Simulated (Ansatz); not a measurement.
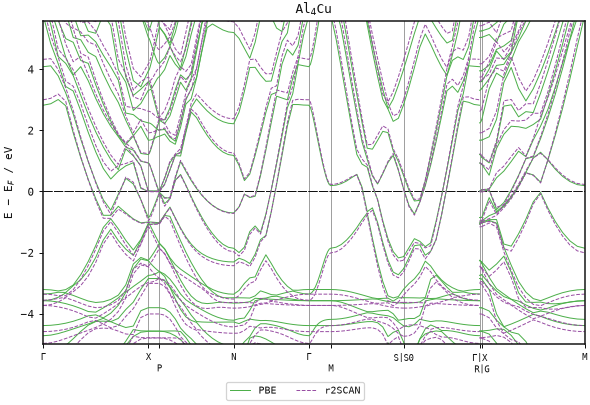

Band structures of Al4Cu, space group I4/mmm, 5 atoms in the cell, by two methods on the same cell. Each is counted from its own Fermi level.

What changes from one method to the other?

Both give a metal. The 8 bands that come within 1 eV of the Fermi level differ by 0.16 eV on average and by 0.55 eV at most (between M and S).

Settings. PBE: DFT PBE, scalar-relativistic, plane waves, PAW, no spin polarisation, 18×18×18 k mesh, 420 eV cutoff (Ansatz 0.2.0). r2SCAN: DFT r2SCAN, scalar-relativistic, plane waves, PAW, no spin polarisation, 18×18×18 k mesh, 500 eV cutoff, Gaussian smearing of 0.1 eV (Ansatz).

The structure is an invented one, so it need not be a known or stable phase.
